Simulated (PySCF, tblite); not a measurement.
**C4H7BClF: geometry, infrared bands and NMR shifts**

Wanted: the infrared bands and NMR shifts of C4H7BClF (`FB(Cl)C1CCC1`), by calculation.

The runs use tblite 0.8.0 and PySCF 2.14.0, with density-fitted response routines of our own; the level of theory stands in each step. All values are computed, except where a source is named. Atoms count from 0, in the outputs and in this text.

## 1. The starting structure

14 atoms, charge 0, multiplicity 1; geometry from: force field or distance geometry start.

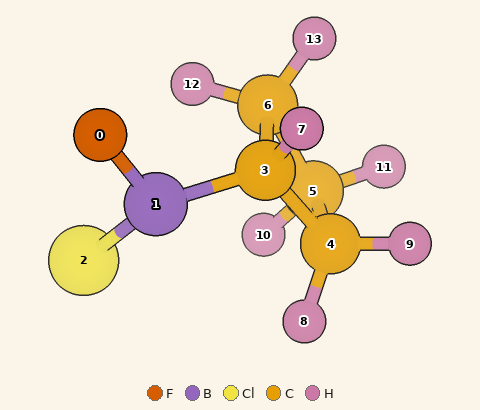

As it starts; fluorine orange, boron purple, chlorine yellow, carbon amber, hydrogen pink, atoms numbered.

## 2. Optimising the geometry with GFN2-xTB

What the job is given:

```
{"job": {"kind": "relax", "xc": "GFN2-xTB", "basis": "xTB"}, "charge": 0, "multiplicity": 1}
F      2.604600     1.433600     0.553700
B      1.566200     0.954500    -0.369300
Cl     2.141700    -0.323800    -1.586500
C      0.143100     0.757700     0.308100
C     -0.997000     0.491900    -0.605700
C     -0.889000    -0.975800    -0.238900
C      0.036000    -0.648500     0.902800
H     -0.094700     1.477300     1.119600
H     -0.826800     0.693100    -1.687500
H     -1.989600     0.919900    -0.326600
H     -0.445000    -1.533600    -1.076200
H     -1.847600    -1.374100     0.171400
H      1.012400    -1.182000     0.899600
H     -0.415000    -0.690900     1.913400
```

On the command line:

```sh
OMP_NUM_THREADS=1 python probes_run.py task.json out
```

This one command runs all jobs of the session in turn.

Log:

```text
step      E/eV     max force
  0    -616.97775    3.553
  1    -617.48985    2.264
  2    -617.69641    2.235
  3    -617.80439    1.096
  4    -617.89433    0.517
  5    -617.90871    0.439
  6    -617.93423    0.392
  7    -617.94244    0.367
  8    -617.95392    0.329
  9    -617.96154    0.235
 10    -617.96873    0.229
 11    -617.97429    0.210
 12    -617.98097    0.231
 13    -617.98791    0.191
 14    -617.99520    0.216
 15    -618.00232    0.215
 16    -618.00835    0.225
 17    -618.01286    0.210
 18    -618.01632    0.168
 19    -618.01922    0.139
 20    -618.02181    0.161
 21    -618.02370    0.114
 22    -618.02493    0.092
 23    -618.02587    0.091
 24    -618.02665    0.073
 25    -618.02717    0.052
 26    -618.02745    0.038
 27    -618.02761    0.032
 28    -618.02775    0.034
 29    -618.02791    0.042
 30    -618.02809    0.042
 31    -618.02824    0.029
 32    -618.02836    0.026
 33    -618.02847    0.027
 34    -618.02860    0.037
 35    -618.02874    0.037
 36    -618.02887    0.028
 37    -618.02896    0.022
 38    -618.02903    0.020
 39    -618.02907    0.019
 40    -618.02911    0.012
 41    -618.02913    0.011
 42    -618.02914    0.011
 43    -618.02915    0.010
```

Run time: 0.19 s. Hardware: 1 thread of Arm Neoverse V2, shared host.

Step by step: (not every step is listed)

```
step  energy from step 0 (eV)  largest force (eV/Å)
   0                   0.0000                3.5535
   1                  -0.5121                2.2636
   2                  -0.7187                2.2350
   3                  -0.8266                1.0957
   4                  -0.9166                0.5174
   5                  -0.9310                0.4392
   6                  -0.9565                0.3920
   7                  -0.9647                0.3670
   8                  -0.9762                0.3292
  11                  -0.9965                0.2102
  14                  -1.0174                0.2161
  17                  -1.0351                0.2100
  20                  -1.0441                0.1612
  23                  -1.0481                0.0912
  26                  -1.0497                0.0376
  29                  -1.0502                0.0423
  32                  -1.0506                0.0262
  35                  -1.0510                0.0373
  38                  -1.0513                0.0199
  39                  -1.0513                0.0188
  40                  -1.0514                0.0121
  41                  -1.0514                0.0114
  42                  -1.0514                0.0109
  43                  -1.0514                0.0096
```

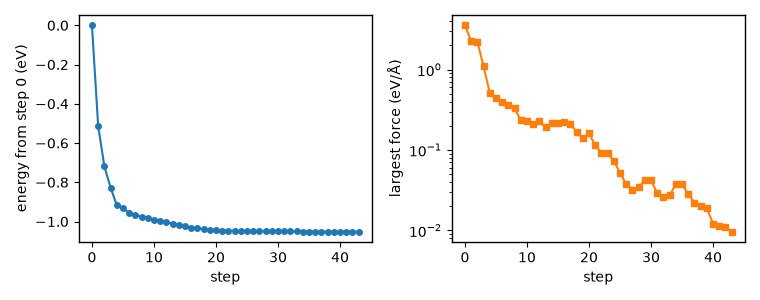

Energy and largest force along the relaxation.

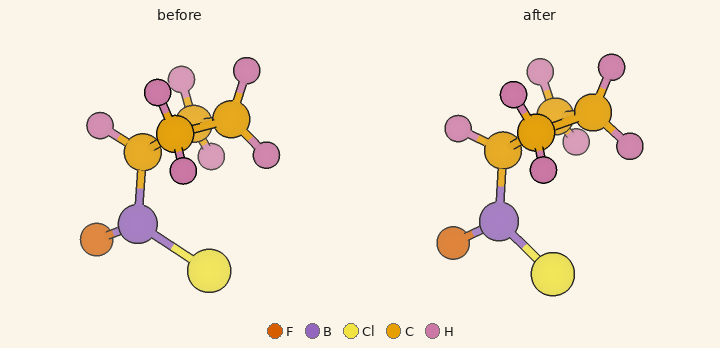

Before and after, at one scale.

Distances of close pairs at the start and the end, largest changes first:

```
  bond  before (Å)  after (Å)  change (Å)
B1–Cl2       1.857      1.713      -0.144
 F0–B1       1.470      1.326      -0.144
 C3–C4       1.485      1.549      +0.064
 C3–C6       1.531      1.560      +0.029
 C4–H9       1.116      1.087      -0.029
C5–H11       1.116      1.087      -0.029
 C5–C6       1.505      1.533      +0.027
 C4–H8       1.113      1.087      -0.026
```

The final coordinates are the input of the step that follows.

## 3. Vibrational analysis with GFN2-xTB

What the job is given:

```
{"job": {"kind": "ir", "xc": "GFN2-xTB", "basis": "xTB"}, "charge": 0, "multiplicity": 1}
F      2.592386     1.587843     0.332502
B      1.662520     0.865905    -0.277852
Cl     2.137599     0.102100    -1.735416
C      0.226797     0.707513     0.361982
C     -0.948354     0.451794    -0.614089
C     -0.963083    -1.028671    -0.214243
C     -0.028731    -0.711021     0.958355
H      0.038007     1.506703     1.081055
H     -0.741862     0.656226    -1.662050
H     -1.850711     0.981982    -0.318961
H     -0.495003    -1.666344    -0.960110
H     -1.933094    -1.443070     0.049998
H      0.845469    -1.350148     1.061584
H     -0.542618    -0.661284     1.915080
```

Log:

```text
mode    cm-1     km/mol
  1      11.7      0.06
  2      69.0      0.20
  3     150.6      0.80
  4     160.9      0.34
  5     318.0     13.31
  6     403.3      0.91
  7     515.8     26.81
  8     554.9     15.56
  9     719.2      8.41
 10     814.7      1.09
 11     832.2     13.75
 12     907.1    157.32
 13     990.7      3.53
 14    1009.3      6.84
 15    1041.5      4.65
 16    1051.1      5.60
 17    1090.5     15.64
 18    1101.0     71.07
 19    1174.4     19.08
 20    1184.4    149.24
 21    1190.7     61.25
 22    1213.2      4.58
 23    1245.5      0.23
 24    1261.1      0.23
 25    1266.2      0.94
 26    1295.0    115.57
 27    1469.6      1.04
 28    1473.0      2.45
 29    1490.9      1.55
 30    2969.3     24.02
 31    3003.6     17.34
 32    3010.1      8.24
 33    3018.3     22.38
 34    3022.6     56.37
 35    3025.9     43.75
 36    3032.1     81.19
```

Run time: 0.29 s. Hardware: 1 thread of Arm Neoverse V2, shared host.

The strongest bands and the atoms that carry them (share of the mass-weighted mode):

```
cm⁻¹  km/mol                                atoms
 907   157.3                              B1 50 %
1101    71.1   H7 23 %, C3 20 %, B1 14 %, C4 12 %
1184   149.2            B1 38 %, H7 25 %, F0 16 %
1191    61.2  C5 16 %, H13 16 %, H9 13 %, B1 12 %
1295   115.6            H7 32 %, C3 30 %, B1 17 %
3023    56.4           H9 34 %, H8 29 %, H13 23 %
3026    43.8          H11 41 %, H13 22 %, H9 19 %
3032    81.2                             H10 69 %
```

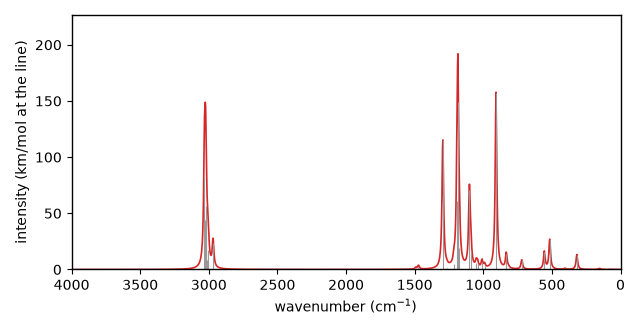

The infrared spectrum from these modes, unscaled. Lines are broadened to a width of 14 cm⁻¹ (Lorentzian).

## 4. Shielding tensors: PBE0/pcSseg-1

Settings changed since step 3:

```diff
@@ -1,2 +1,2 @@
-{"job": {"kind": "ir", "xc": "GFN2-xTB", "basis": "xTB"}, "charge": 0, "multiplicity": 1}
+{"job": {"kind": "nmr", "xc": "PBE0", "basis": "pcSseg-1"}, "charge": 0, "multiplicity": 1}
 F      2.592386     1.587843     0.332502
```

Method: GIAO PBE0/pcSseg-1 NMR shielding, non-relativistic, gas phase.

Log:

```text
coarse grid: 12480 points
cycle   1  E = -740.9902920695  dE =  8.712e-01  |g| = 5.283e-01  |ddm| = 3.325e+00
cycle   2  E = -740.9539982270  dE =  3.629e-02  |g| = 7.335e-01  |ddm| = 8.015e-01
cycle   3  E = -741.0468716180  dE = -9.287e-02  |g| = 6.134e-02  |ddm| = 4.493e-01
cycle   4  E = -741.0474557227  dE = -5.841e-04  |g| = 2.976e-02  |ddm| = 6.756e-02
cycle   5  E = -741.0476237296  dE = -1.680e-04  |g| = 6.217e-03  |ddm| = 2.543e-02
cycle   6  E = -741.0476316497  dE = -7.920e-06  |g| = 1.737e-03  |ddm| = 7.026e-03
final grid: 117000 points
cycle   7  E = -741.0921282140  dE = -4.881e-05  |g| = 9.237e-03  |ddm| = 2.831e-02
cycle   8  E = -741.0921145865  dE =  1.363e-05  |g| = 1.181e-02  |ddm| = 1.735e-02
cycle   9  E = -741.0921496418  dE = -3.506e-05  |g| = 6.384e-04  |ddm| = 9.891e-03
cycle  10  E = -741.0921496976  dE = -5.578e-08  |g| = 2.430e-04  |ddm| = 6.477e-04
cycle  11  E = -741.0921497059  dE = -8.358e-09  |g| = 6.509e-05  |ddm| = 1.590e-04
cycle  12  E = -741.0921497066  dE = -6.337e-10  |g| = 1.326e-05  |ddm| = 5.205e-05
converged SCF energy = -741.0921497066

GIAO shielding tensors (ppm)
atom      isotropic    diamagn.    paramagn.     s11        s22        s33       span
  0 F      186.560     464.680    -278.120     24.918    147.744    387.019    362.101
  1 B       52.874     192.054    -139.180     10.207     72.516     75.899     65.691
  2 Cl     799.697    1148.681    -348.985    537.845    914.123    947.121    409.276
  3 C      162.197     253.722     -91.525    151.447    161.791    173.354     21.907
  4 C      163.457     248.050     -84.593    152.900    159.698    177.772     24.872
  5 C      166.431     249.302     -82.871    151.085    166.447    181.761     30.676
  6 C      163.876     248.445     -84.570    151.825    157.491    182.311     30.486
  7 H       29.520      31.760      -2.240     25.218     28.634     34.707      9.489
  8 H       29.630      30.674      -1.044     25.388     29.203     34.299      8.911
  9 H       29.349      30.391      -1.042     26.349     26.712     34.985      8.635
 10 H       29.239      30.584      -1.345     25.932     28.587     33.198      7.266
 11 H       29.710      29.844      -0.134     26.103     26.483     36.545     10.442
 12 H       29.861      30.516      -0.655     26.107     28.208     35.268      9.161
 13 H       29.205      30.492      -1.287     25.892     26.915     34.807      8.915
```

Wall time 19 s (1 thread of Arm Neoverse V2, shared host); peak memory 0.73 GiB.

Shifts follow as δ = σ(reference) − σ, with reference shieldings (ppm) from runs at the same level and on the same kind of geometry: 1H TMS 31.72, 13C TMS 186.9, 19F CFCl3 170.9, 11B BF3·OEt2 100.1, 35Cl HCl 950. The references are single molecules in the gas phase, so shifts against H2O, NH3, PH3, H3PO4 or CFCl3 are not on the usual liquid scales and can be off by tens of ppm. Atoms listed in one row are averaged.

```
  atoms                        environment  σ (ppm)  δ (ppm)  δ scaled to CDCl3
     C3                 sp3 CH bonded to B    162.2     24.7               22.2
 C4, C6                  sp3 CH2 in a ring    163.7     23.3               20.8
     C5                  sp3 CH2 in a ring    166.4     20.5               18.1
    H10   hydrogen on an sp3 CH2 in a ring    29.24     2.48               2.44
H9, H13   hydrogen on an sp3 CH2 in a ring    29.28     2.44               2.41
     H7  hydrogen on an sp3 CH bonded to B    29.52     2.20               2.18
    H11   hydrogen on an sp3 CH2 in a ring    29.71     2.01               2.00
H8, H12   hydrogen on an sp3 CH2 in a ring    29.75     1.97               1.96
     F0               fluorine bonded to B    186.6    -15.6                  –
     B1           boron bonded to C, Cl, F     52.9     47.2                  –
    Cl2               chlorine bonded to B      800      150                  –
```

The scaled column applies a straight-line fit of computed shieldings to shifts measured in CDCl3, with any fitted terms for Cl, Br or S neighbours, and one for carbons that bear F (root-mean-square error 0.16 ppm for H, 1.9 ppm for C).

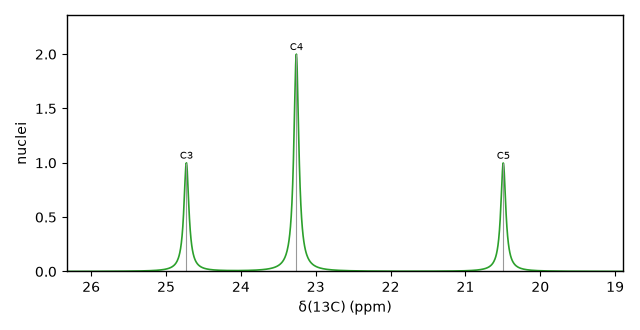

13C lines at the computed shifts, without couplings. Lines are broadened to a width of 0.08 ppm (Lorentzian).

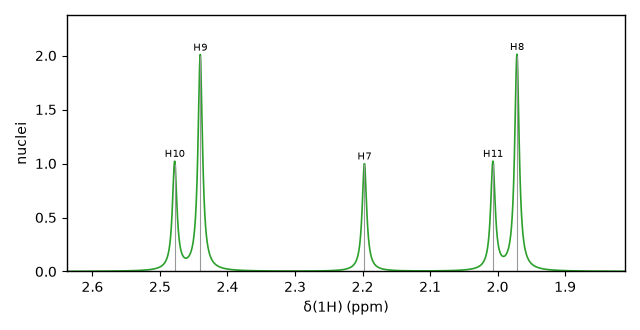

1H lines at the computed shifts, without couplings. Lines are broadened to a width of 0.01 ppm (Lorentzian).

The run also stored atomic charges by several schemes (e):

```
 atoms  Mulliken    IAO  Hirshfeld  ESP fit
    F0     -0.26  -0.30      -0.13    -0.24
    B1      0.65   0.45       0.24     0.32
   Cl2     -0.21  -0.07      -0.05    -0.12
    C3     -0.49  -0.29      -0.11     0.22
C4, C6     -0.18  -0.25      -0.07    -0.30
    C5     -0.22  -0.27      -0.07     0.09
```

IAO charges:

F0 -0.30; B1 0.45; Cl2 -0.07; C3 -0.29; C4 -0.25; C5 -0.27; C6 -0.25; H7 0.15; H8 0.13; H9 0.14; H10 0.14; H11 0.14; H12 0.13; H13 0.14

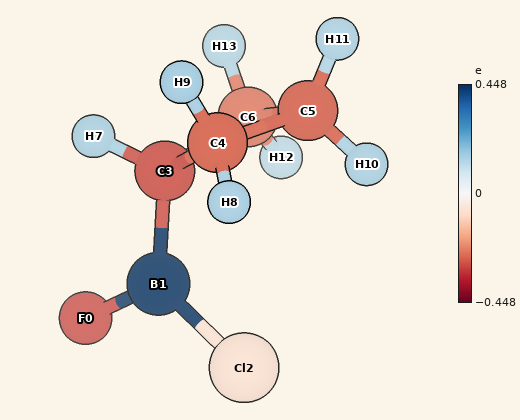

IAO charges, as colours on the atoms.

Mayer bond orders: F0–B1 1.16, B1–Cl2 1.12, B1–C3 0.96, C3–C4 1.01, C4–C5 1.04, C5–C6 1.04, C6–C3 1.00.

Ring of atoms C3, C4, C5, C6: NICS(0) 2.1, NICS(1) 0.5, NICS(1)zz 2.9 ppm (means of both faces).

Orbitals, density, ELF and potential are computed afterwards from the orbital file.

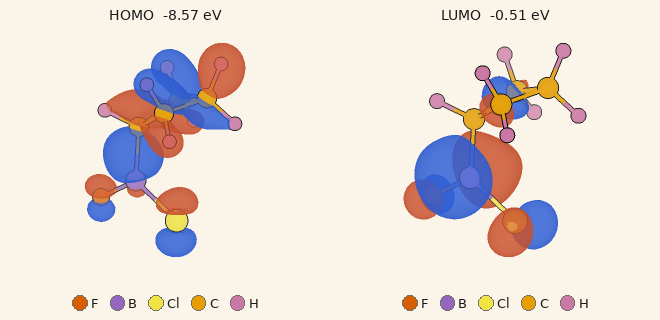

PBE0/pcSseg-1 orbitals near the gap, drawn at the value that encloses 70 % of each; the two colours are the two signs.

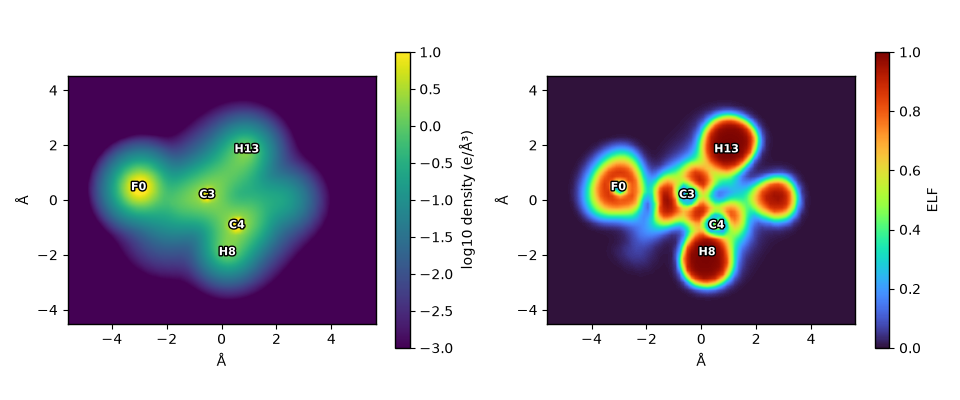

Density (left) and ELF (right) in a plane through or near 5 of the atoms.

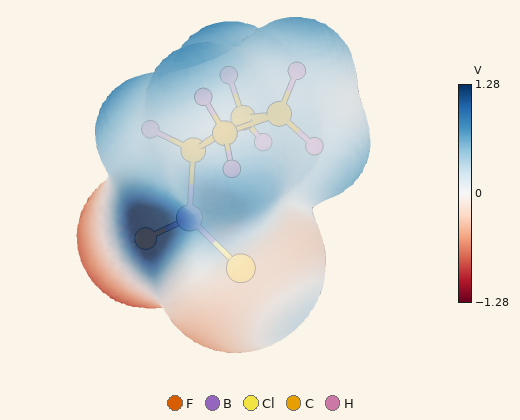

Electrostatic potential on the surface of density 0.002 e/bohr³; red is low, blue high. It runs from -0.75 V near F0 to 1.28 V near B1.

## 5. Outcome

| quantity | value |
| --- | --- |
| strongest single infrared mode (GFN2-xTB) | 907 cm⁻¹, 157 km/mol |
| zero-point energy (GFN2-xTB) | 67.3 kcal/mol |
| 13C shifts against TMS (PBE0/pcSseg-1, means over atoms taken as alike) | 24.7, 23.3, 20.5 ppm |
| 1H shifts against TMS (PBE0/pcSseg-1, means over atoms taken as alike) | 2.48, 2.44, 2.20, 2.01, 1.97 ppm |
| 19F shifts against CFCl3 (PBE0/pcSseg-1) | -15.6 ppm |
| 11B shifts against BF3·OEt2 (PBE0/pcSseg-1) | 47.2 ppm |
| 35Cl shifts against HCl (PBE0/pcSseg-1) | 150 ppm |
| surface potential, least and greatest | -0.75 V and 1.28 V |

**Reading.** Relaxing lowered the energy by 1.051 eV in 43 steps; the close pair that moved most is B1–Cl2, from 1.857 to 1.713 Å. All 36 modes are real, so the xTB geometry is a minimum. The strongest single mode, at 907 cm⁻¹, is spread over many atoms; the largest shares are those of B1. GFN2-xTB is a fitted tight-binding method: band positions and strengths are rough. Its intensities can rank the bands wrongly. At PBE0/pcSseg-1: Shielding is most anisotropic at Cl2 (span 409 ppm, paramagnetic term -349 ppm). By nearest atom (PBE0/pcSseg-1), the HOMO sits on C3 20 %; B1 13 % and the LUMO on B1 53 %; Cl2 12 %.
